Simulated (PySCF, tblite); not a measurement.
# C7H11ClSi: geometry, infrared bands and NMR shifts

Wanted: the infrared bands and NMR shifts of C7H11ClSi (`C=C1[SiH2]C[C@H]1C1(Cl)CC1`), by calculation.

The runs use tblite 0.8.0 and PySCF 2.14.0, with density-fitted response routines of our own; the level of theory stands in each step. All values are computed, except where a source is named. Atoms count from 0, in the outputs and in this text.

## (1) Starting geometry

20 atoms, charge 0, multiplicity 1; geometry from: force field or distance geometry start.

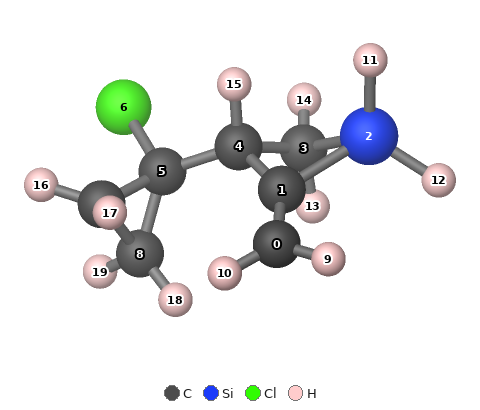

As it starts; carbon dark grey, silicon blue, chlorine green, hydrogen pink, atoms numbered.

## (2) Geometry optimisation with GFN2-xTB

Job settings and geometry (Å):

```
{"job": {"kind": "relax", "xc": "GFN2-xTB", "basis": "xTB"}, "charge": 0, "multiplicity": 1}
C      1.362400    -0.465800     1.742600
C      1.017300     0.277400     0.682100
Si     2.121100     1.356900    -0.366600
C      0.764700     0.643700    -1.438400
C     -0.086700     0.667000    -0.158600
C     -1.349300    -0.099700    -0.217900
Cl    -2.524400     0.603100    -1.386800
C     -2.021200    -0.671500     0.998000
C     -1.420600    -1.578800    -0.050400
H      2.392300    -0.443800     2.047300
H      0.683600    -1.072900     2.315500
H      1.969700     2.749900     0.008300
H      3.446000     0.840500    -0.584400
H      1.051800    -0.384800    -1.754300
H      0.428000     1.323700    -2.211900
H     -0.333800     1.760900     0.025800
H     -3.154300    -0.598600     0.972300
H     -1.615900    -0.575900     1.995100
H     -0.550900    -2.149900     0.329100
H     -2.184800    -2.170700    -0.588700
```

Started as:

```console
$ OMP_NUM_THREADS=1 python probes_run.py task.json out
```

One launch serves the whole session: the jobs run in the order shown.

What it wrote:

```text
step      E/eV     max force
  0    -728.33030    3.748
  1    -728.56932    3.081
  2    -728.72359    0.888
  3    -728.82186    0.708
  4    -728.90381    0.539
  5    -728.93440    0.501
  6    -728.96238    0.324
  7    -728.97920    0.315
  8    -728.99900    0.315
  9    -729.01627    0.294
 10    -729.03137    0.249
 11    -729.04323    0.299
 12    -729.05467    0.303
 13    -729.06651    0.298
 14    -729.07613    0.181
 15    -729.08203    0.169
 16    -729.08648    0.167
 17    -729.09143    0.183
 18    -729.09691    0.181
 19    -729.10171    0.139
 20    -729.10532    0.133
 21    -729.10888    0.134
 22    -729.11393    0.176
 23    -729.12028    0.174
 24    -729.12619    0.167
 25    -729.13073    0.146
 26    -729.13457    0.163
 27    -729.13868    0.182
 28    -729.14345    0.178
 29    -729.14840    0.161
 30    -729.15342    0.164
 31    -729.15958    0.191
 32    -729.16791    0.237
 33    -729.17703    0.255
 34    -729.18544    0.237
 35    -729.19396    0.222
 36    -729.20231    0.215
 37    -729.21037    0.238
 38    -729.21792    0.174
 39    -729.22292    0.237
 40    -729.22631    0.187
 41    -729.22965    0.128
 42    -729.23352    0.117
 43    -729.23591    0.101
 44    -729.23925    0.121
 45    -729.24232    0.115
 46    -729.24601    0.144
 47    -729.24961    0.151
 48    -729.25282    0.138
 49    -729.25531    0.117
 50    -729.25641    0.111
 51    -729.25815    0.077
 52    -729.25907    0.062
 53    -729.26027    0.061
 54    -729.26105    0.083
 55    -729.26204    0.084
 56    -729.26299    0.078
 57    -729.26411    0.099
 58    -729.26498    0.084
 59    -729.26588    0.059
 60    -729.26663    0.052
 61    -729.26727    0.063
 62    -729.26787    0.064
 63    -729.26854    0.061
 64    -729.26938    0.068
 65    -729.27030    0.066
 66    -729.27108    0.061
 67    -729.27149    0.060
 68    -729.27201    0.057
 69    -729.27246    0.048
 70    -729.27296    0.045
 71    -729.27333    0.043
 72    -729.27374    0.042
 73    -729.27409    0.040
 74    -729.27450    0.043
 75    -729.27489    0.039
 76    -729.27530    0.040
 77    -729.27573    0.047
 78    -729.27624    0.055
 79    -729.27690    0.067
 80    -729.27773    0.092
 81    -729.27857    0.077
 82    -729.27950    0.091
 83    -729.28049    0.094
 84    -729.28230    0.124
 85    -729.28397    0.161
 86    -729.28710    0.192
 87    -729.29047    0.156
 88    -729.29168    0.314
 89    -729.29711    0.188
 90    -729.30068    0.150
 91    -729.30569    0.187
 92    -729.30836    0.126
 93    -729.31139    0.103
 94    -729.31408    0.114
 95    -729.31729    0.134
 96    -729.31956    0.174
 97    -729.32493    0.165
 98    -729.32867    0.157
 99    -729.33399    0.161
100    -729.33693    0.136
101    -729.34001    0.112
102    -729.34309    0.110
103    -729.34510    0.091
104    -729.34695    0.077
105    -729.34803    0.066
106    -729.34873    0.068
107    -729.34938    0.073
108    -729.35027    0.060
109    -729.35093    0.055
110    -729.35145    0.051
111    -729.35184    0.056
112    -729.35225    0.059
113    -729.35269    0.053
114    -729.35305    0.040
115    -729.35331    0.032
116    -729.35353    0.032
117    -729.35379    0.031
118    -729.35405    0.037
119    -729.35425    0.034
120    -729.35440    0.034
121    -729.35456    0.038
122    -729.35480    0.035
123    -729.35509    0.048
124    -729.35536    0.055
125    -729.35559    0.055
126    -729.35583    0.050
127    -729.35609    0.040
128    -729.35634    0.030
129    -729.35650    0.026
130    -729.35660    0.024
131    -729.35667    0.021
132    -729.35672    0.014
133    -729.35675    0.009
```

Run time: 2.4 s. Hardware: 1 thread of Arm Neoverse N1, shared host; peak memory 0.18 GiB.

Along the way: (not every step is listed)

```csv
step,energy from step 0 (eV),largest force (eV/Å)
0,0.0000,3.7479
1,-0.2390,3.0806
2,-0.3933,0.8881
3,-0.4916,0.7076
4,-0.5735,0.5391
5,-0.6041,0.5009
6,-0.6321,0.3241
7,-0.6489,0.3148
8,-0.6687,0.3149
20,-0.7750,0.1326
32,-0.8376,0.2375
44,-0.9090,0.1205
56,-0.9327,0.0777
68,-0.9417,0.0572
80,-0.9474,0.0920
92,-0.9781,0.1258
104,-1.0167,0.0773
116,-1.0232,0.0317
128,-1.0260,0.0302
129,-1.0262,0.0260
130,-1.0263,0.0237
131,-1.0264,0.0207
132,-1.0264,0.0136
133,-1.0265,0.0093
```

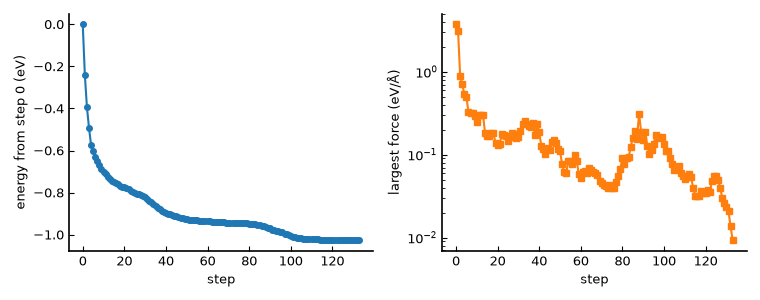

Energy and largest force along the relaxation.

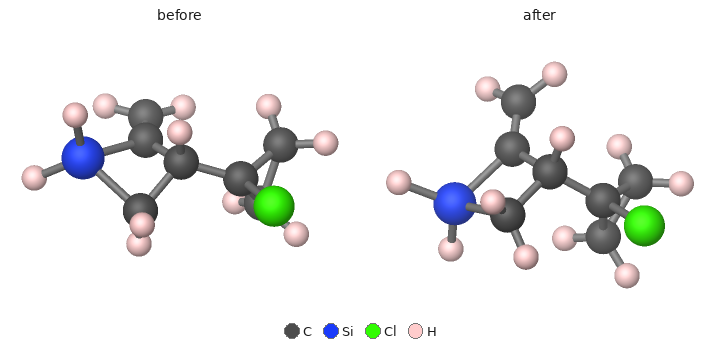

The geometry before (left) and after (right).

Distances of close pairs at the start and the end, largest changes first:

```csv
bond,before (Å),after (Å),change (Å)
C1–C4,1.441,1.519,+0.078
C7–H16,1.136,1.079,-0.056
Si2–C3,1.870,1.913,+0.043
C4–H15,1.137,1.095,-0.042
C4–C5,1.478,1.509,+0.031
C8–H18,1.107,1.080,-0.028
C1–Si2,1.866,1.894,+0.027
C8–H19,1.106,1.079,-0.027
```

The final coordinates are the input of the step that follows.

## (3) Vibrational analysis with GFN2-xTB

Job settings and geometry (Å):

```
{"job": {"kind": "ir", "xc": "GFN2-xTB", "basis": "xTB"}, "charge": 0, "multiplicity": 1}
C      0.928416     0.399506     2.196774
C      0.891551     0.479497     0.878145
Si     2.132910     0.458309    -0.551820
C      0.522756     1.170075    -1.301476
C     -0.275282     0.894761    -0.001030
C     -1.307660    -0.187769    -0.202469
Cl    -2.628705     0.382923    -1.243303
C     -1.695847    -1.178927     0.846548
C     -0.927586    -1.624340    -0.365701
H      1.834891     0.142062     2.720374
H      0.063615     0.590278     2.816674
H      3.275269     1.364593    -0.450633
H      2.543774    -0.863466    -1.027145
H      0.104451     0.659723    -2.165504
H      0.558202     2.231010    -1.538217
H     -0.781314     1.785422     0.385377
H     -2.736035    -1.457455     0.919578
H     -1.179291    -1.143216     1.793073
H      0.114210    -1.880051    -0.241918
H     -1.443475    -2.212258    -1.109149
```

What it wrote:

```text
mode    cm-1     km/mol
  1      43.8      0.49
  2      83.6      0.11
  3     151.2      0.29
  4     192.5      1.95
  5     229.1      0.19
  6     283.3      1.86
  7     289.1      0.99
  8     332.9      1.05
  9     374.2      2.81
 10     436.4      4.42
 11     439.1     11.51
 12     497.5     36.87
 13     567.1     14.09
 14     597.4      7.89
 15     606.9    117.15
 16     667.9    107.51
 17     721.1     33.15
 18     737.2     42.17
 19     758.0     60.89
 20     790.4     61.28
 21     796.0    211.29
 22     840.5     14.05
 23     912.7     11.62
 24     921.6     16.08
 25     946.0      2.03
 26     979.8      4.77
 27    1003.0      3.19
 28    1045.6      4.23
 29    1070.0      0.60
 30    1078.9      7.76
 31    1103.3     13.26
 32    1135.7      2.72
 33    1141.3      0.29
 34    1158.8     17.87
 35    1189.7      8.49
 36    1226.9      0.75
 37    1272.4      8.42
 38    1364.4      0.28
 39    1411.9      0.33
 40    1418.3      3.14
 41    1469.3      3.44
 42    1473.4     13.40
 43    1708.1      5.30
 44    2252.3    378.53
 45    2271.6    291.04
 46    2924.9     34.13
 47    3010.7     36.23
 48    3023.5     18.21
 49    3054.7     40.03
 50    3084.6      8.71
 51    3092.6      9.83
 52    3096.8      1.90
 53    3098.6     42.70
 54    3112.1     27.52
```

Run time: 1.7 s. Hardware: 1 thread of Arm Neoverse N1, shared host; peak memory 0.18 GiB.

The strongest bands and the atoms that carry them (share of the mass-weighted mode):

```csv
cm⁻¹,km/mol,atoms
607,117.2,"H11 41 %, H12 28 %"
668,107.5,"Si2 24 %, H10 13 %, C1 13 %, C0 11 %"
758,60.9,"C3 37 %, H11 19 %, H12 16 %, H13 11 %"
790,61.3,"H18 19 %, H19 18 %, H17 18 %, H16 18 %"
796,211.3,"H12 23 %, H11 20 %, Si2 14 %"
2252,378.5,H12 90 %
2272,291.0,H11 91 %
3099,42.7,H9 81 %
```

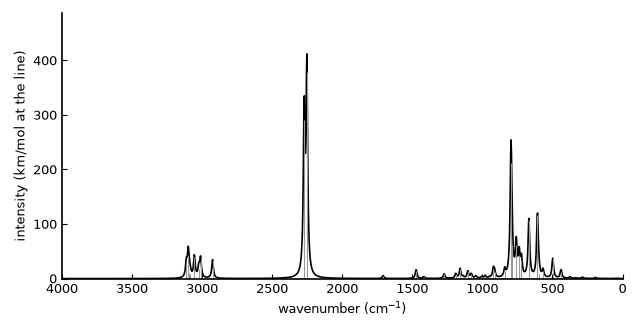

The infrared spectrum from these modes, unscaled. Lines are broadened to a width of 14 cm⁻¹ (Lorentzian).

## (4) Shielding tensors: PBE0/pcSseg-1

Settings changed since step 3:

```diff
@@ -1,2 +1,2 @@
-{"job": {"kind": "ir", "xc": "GFN2-xTB", "basis": "xTB"}, "charge": 0, "multiplicity": 1}
+{"job": {"kind": "nmr", "xc": "PBE0", "basis": "pcSseg-1"}, "charge": 0, "multiplicity": 1}
 C      0.928416     0.399506     2.196774
```

With the program's defaults for keys left out, this is: GIAO PBE0/pcSseg-1 NMR shielding, non-relativistic, gas phase.

What it wrote:

```text
coarse grid: 17672 points
cycle   1  E = -1022.1986502647  dE =  1.272e+00  |g| = 4.650e-01  |ddm| = 4.187e+00
cycle   2  E = -1022.1819936286  dE =  1.666e-02  |g| = 5.420e-01  |ddm| = 9.345e-01
cycle   3  E = -1022.2564287765  dE = -7.444e-02  |g| = 6.866e-02  |ddm| = 5.578e-01
cycle   4  E = -1022.2571832176  dE = -7.544e-04  |g| = 4.163e-02  |ddm| = 1.033e-01
cycle   5  E = -1022.2575803076  dE = -3.971e-04  |g| = 1.211e-02  |ddm| = 4.203e-02
cycle   6  E = -1022.2576176540  dE = -3.735e-05  |g| = 2.705e-03  |ddm| = 1.498e-02
cycle   7  E = -1022.2576191141  dE = -1.460e-06  |g| = 1.165e-03  |ddm| = 4.791e-03
final grid: 161224 points
cycle   8  E = -1022.3120834431  dE = -5.524e-05  |g| = 9.596e-03  |ddm| = 4.507e-02
cycle   9  E = -1022.3120651712  dE =  1.827e-05  |g| = 1.259e-02  |ddm| = 2.513e-02
cycle  10  E = -1022.3121066406  dE = -4.147e-05  |g| = 2.036e-03  |ddm| = 1.635e-02
cycle  11  E = -1022.3121075376  dE = -8.969e-07  |g| = 5.373e-04  |ddm| = 2.400e-03
cycle  12  E = -1022.3121076079  dE = -7.031e-08  |g| = 1.352e-04  |ddm| = 5.498e-04
cycle  13  E = -1022.3121076119  dE = -4.001e-09  |g| = 4.868e-05  |ddm| = 1.735e-04
cycle  14  E = -1022.3121076124  dE = -5.500e-10  |g| = 1.084e-05  |ddm| = 5.316e-05
converged SCF energy = -1022.3121076124

GIAO shielding tensors (ppm)
atom      isotropic    diamagn.    paramagn.     s11        s22        s33       span
  0 C       48.143     253.739    -205.596    -68.542     56.747    156.223    224.765
  1 C       28.957     260.865    -231.908    -71.810     13.854    144.827    216.637
  2 Si     392.092     880.263    -488.170    356.805    376.399    443.073     86.268
  3 C      173.847     252.125     -78.278    154.359    167.252    199.929     45.570
  4 C      132.700     244.811    -112.112    120.034    127.199    150.866     30.832
  5 C      134.145     246.855    -112.710     98.713    111.124    192.597     93.885
  6 Cl     759.632    1147.603    -387.971    486.563    709.016   1083.316    596.754
  7 C      171.112     253.859     -82.747    137.391    175.127    200.816     63.425
  8 C      174.160     251.414     -77.254    139.696    178.018    204.766     65.070
  9 H       25.911      29.616      -3.705     22.704     25.049     29.982      7.278
 10 H       25.732      31.620      -5.889     20.510     25.116     31.569     11.059
 11 H       26.839      28.829      -1.989     23.782     24.179     32.558      8.776
 12 H       26.798      29.123      -2.325     23.659     25.390     31.346      7.688
 13 H       30.043      30.831      -0.788     25.547     30.648     33.934      8.386
 14 H       29.909      30.421      -0.512     25.888     27.207     36.634     10.746
 15 H       28.223      32.406      -4.183     25.188     27.309     32.172      6.984
 16 H       30.703      31.557      -0.854     24.421     28.049     39.639     15.217
 17 H       30.699      32.977      -2.278     23.898     29.302     38.898     14.999
 18 H       30.913      31.860      -0.947     24.544     29.387     38.809     14.264
 19 H       30.828      30.964      -0.136     25.158     27.830     39.497     14.339
```

Wall time 90 s (1 thread of Arm Neoverse N1, shared host); peak memory 1 GiB.

Shifts follow as δ = σ(reference) − σ, with reference shieldings (ppm) from runs at the same level and on the same kind of geometry: ¹H TMS 31.72, ¹³C TMS 186.9, ²⁹Si TMS 349.2, ³⁵Cl HCl 950. The references are single molecules in the gas phase.

```csv
atoms,environment,σ (ppm),δ (ppm),δ scaled to CDCl3
C1,fully substituted alkene carbon,29.0,158.0,152.3
C0,terminal =CH2 carbon,48.1,138.8,133.5
C4,allylic sp3 CH,132.7,54.2,51.0
C5,three-membered-ring carbon bearing a halogen,134.1,52.8,49.6
C7,three-membered-ring carbon,171.1,15.8,13.5
C3,sp3 CH2 bonded to Si,173.8,13.1,10.8
C8,three-membered-ring carbon,174.2,12.8,10.5
H10,hydrogen on a terminal =CH2 carbon,25.73,5.99,5.75
H9,hydrogen on a terminal =CH2 carbon,25.91,5.81,5.58
H12,"hydrogen on a silicon bonded to 2 C, in a 4-membered ring",26.80,4.92,–
H11,"hydrogen on a silicon bonded to 2 C, in a 4-membered ring",26.84,4.88,–
H15,hydrogen on an allylic sp3 CH,28.22,3.49,3.40
H14,hydrogen on an sp3 CH2 bonded to Si,29.91,1.81,1.81
H13,hydrogen on an sp3 CH2 bonded to Si,30.04,1.67,1.68
H17,hydrogen on a three-membered-ring carbon,30.70,1.02,1.06
H16,hydrogen on a three-membered-ring carbon,30.70,1.01,1.06
H19,hydrogen on a three-membered-ring carbon,30.83,0.89,0.94
H18,hydrogen on a three-membered-ring carbon,30.91,0.80,0.86
Si2,"silicon bonded to 2 C, 2 H, in a 4-membered ring",392.1,-42.9,–
Cl6,chlorine bonded to C,760,190,–
```

The scaled column applies a straight-line fit of computed shieldings to shifts measured in CDCl3, with any fitted terms for Cl, Br or S neighbours (root-mean-square error 0.16 ppm for H, 1.9 ppm for C).

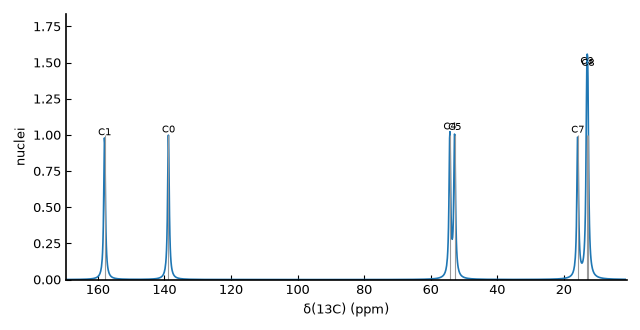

¹³C lines at the computed shifts, without couplings. Lines are broadened to a width of 0.58 ppm (Lorentzian).

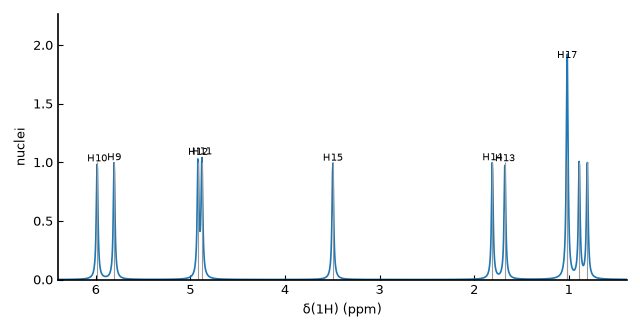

¹H lines at the computed shifts, without couplings. Lines are broadened to a width of 0.02 ppm (Lorentzian).

The run also stored atomic charges by several schemes (e):

```csv
atoms,Mulliken,IAO,Hirshfeld,ESP fit
C0,-0.04,-0.29,-0.09,-0.45
C1,-0.50,-0.26,-0.08,-0.08
Si2,0.65,0.72,0.34,0.53
C3,-0.40,-0.54,-0.17,-0.52
C4,-0.13,-0.11,-0.03,0.08
C5,-0.35,0.03,0.04,-0.03
Cl6,-0.09,-0.11,-0.05,-0.13
C7,-0.11,-0.29,-0.10,-0.32
C8,-0.13,-0.30,-0.09,-0.21
```

IAO charges:

C0 -0.29; C1 -0.26; Si2 0.72; C3 -0.54; C4 -0.11; C5 0.03; Cl6 -0.11; C7 -0.29; C8 -0.30; H9 0.15; H10 0.14; H11 -0.11; H12 -0.12; H13 0.15; H14 0.15; H15 0.15; H16 0.16; H17 0.15; H18 0.15; H19 0.16

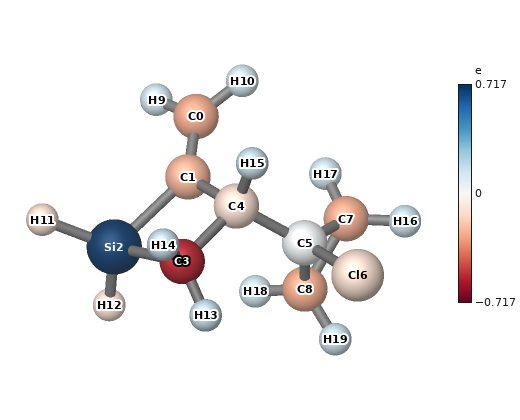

IAO charges, as colours on the atoms.

Mayer bond orders: C0–C1 1.96, C1–Si2 0.88, Si2–C3 0.94, C3–C4 0.97, C4–C5 0.95, C5–Cl6 1.05, C5–C7 0.94, C7–C8 0.96, C4–C1 0.95, C8–C5 0.91.

Ring of atoms C1, Si2, C3, C4: NICS(0) 2.2, NICS(1) -1.4, NICS(1)zz 2.0 ppm (means of both faces).

Ring of atoms C5, C7, C8: NICS(0) -42.4, NICS(1) -8.9, NICS(1)zz -22.1 ppm (means of both faces; NICS(1) differs between them: -10.2 and -7.6).

The two faces differ (NICS(1)zz -19.4 and -24.8 ppm).

In rings of three or four atoms NICS is ruled by the nearby σ bonds, so it says little on aromaticity.

## (5) Results

| quantity | value |
| --- | --- |
| strongest single infrared mode (GFN2-xTB) | 2252 cm⁻¹, 379 km/mol |
| zero-point energy (GFN2-xTB) | 96.5 kcal/mol |
| ¹³C shifts against TMS (PBE0/pcSseg-1) | 158.0, 138.8, 54.2, 52.8, 15.8, 13.1, 12.8 ppm |
| ¹H shifts against TMS (PBE0/pcSseg-1) | 5.99, 5.81, 4.92, 4.88, 3.49, 1.81, 1.67, 1.02, 1.01, 0.89, 0.80 ppm |
| ²⁹Si shifts against TMS (PBE0/pcSseg-1) | -42.9 ppm |
| ³⁵Cl shifts against HCl (PBE0/pcSseg-1) | 190 ppm |

Over 133 steps the energy fell by 1.026 eV; of the close pairs, C1–C4 changed most, 1.441 to 1.519 Å. No mode is imaginary among the 54: a minimum at this level. The strongest single mode, at 2252 cm⁻¹, moves mainly H12. Unscaled tight-binding wavenumbers are off by several per cent, some by more. Its intensities can rank the bands wrongly. C1 (fully substituted alkene carbon) lies farthest downfield among carbon, at 158.0 ppm; the olefinic region. At PBE0/pcSseg-1: The widest tensor belongs to Cl6: span 597 ppm, with a paramagnetic part of -388 ppm.
